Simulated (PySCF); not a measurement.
# CH6ClOSi2 (doublet): what the fields show

Input file:

```
{"job": {"kind": "epr"}, "charge": 0, "multiplicity": 2}
Si     0.554902     0.742357    -0.558778
O     -0.772521    -0.137677    -0.104382
Si    -2.372451     0.074406     0.325161
C      2.083635    -0.153260     0.044631
Cl     0.438436     2.602179     0.391280
H     -2.463960     0.526402     1.743804
H     -3.057296    -1.238800     0.172905
H     -3.022031     1.085012    -0.560963
H      2.993668     0.414794    -0.194743
H      2.147209    -1.150028    -0.416300
H      2.010200    -0.271471     1.137978
```

Launched as:

```sh
OMP_NUM_THREADS=1 python cluster_run.py task.json out
```

Geometry: PBE0-D3(BJ)/def2-SVP.

Computed with UKS B3LYP, IGLO-III on C Cl O Si, pcH-1 on H, non-relativistic, mean-field spin-orbit, GIAO (PySCF).

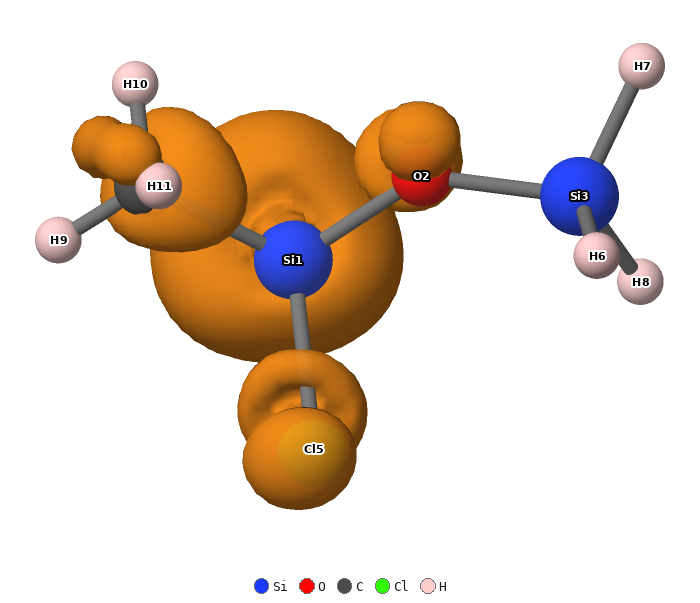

Figure 1. Isosurface of the spin density at +0.02 e/Å³ (orange), seen across its widest extent.

Describe the spin distribution.

The unpaired spin (1 electron) lies mostly on Si1 (about 0.7), C4 (about 0.1) and Cl5 (about 0.1), in electrons by Hirshfeld's partition.

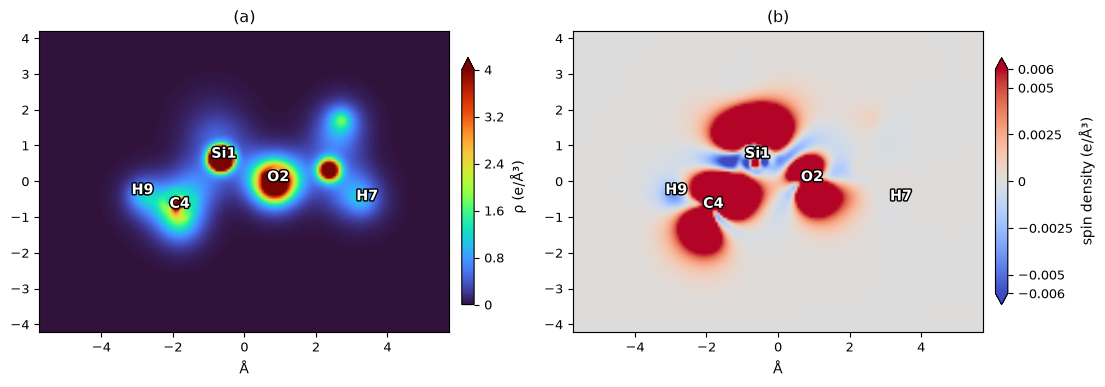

Figure 2. (a) total electron density; (b) spin density on the plane of atoms Si1, C4 and H9.

Interpret the plot.

- The section cuts through Si, O, C and H sites.
- Si–O (1.66 Å): the density is about 0.94 e/Å³ at the midpoint.
- C–Si (1.87 Å): ρ at the midpoint is about 0.7 e/Å³.
- C–H (1.10 Å): ρ at the midpoint is about 1.4 e/Å³.

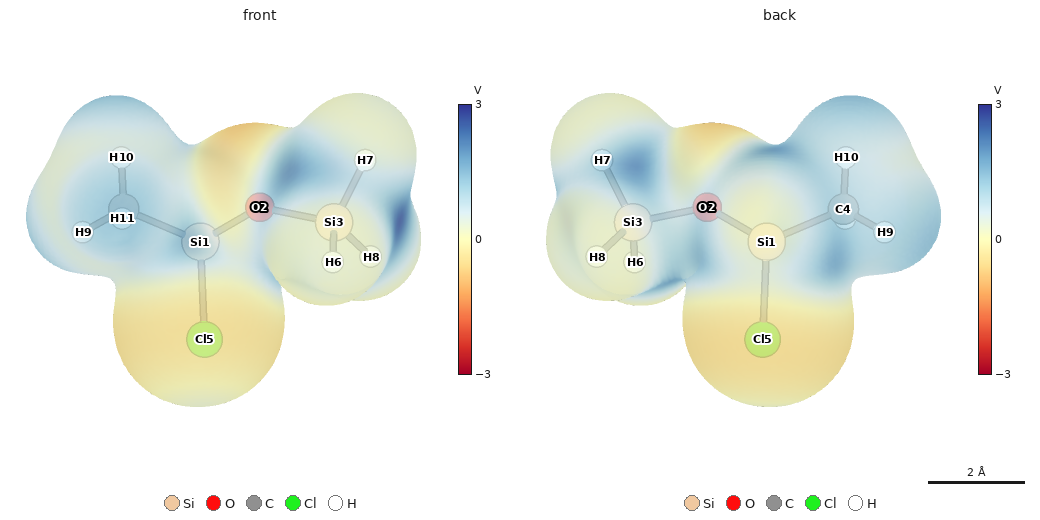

Figure 3. The molecular electrostatic potential painted on the density surface at 0.004 e/bohr³, seen from the front and from behind; red is negative and blue positive.

Describe the electrostatic potential map.

The most negative region (about −0.7 V) lies over O2, the most positive (about +2.3 V) over Si3. Cl5 shows a σ-hole: about +0.3 V at the tip opposite its bond, against about −0.4 V on its flanks.
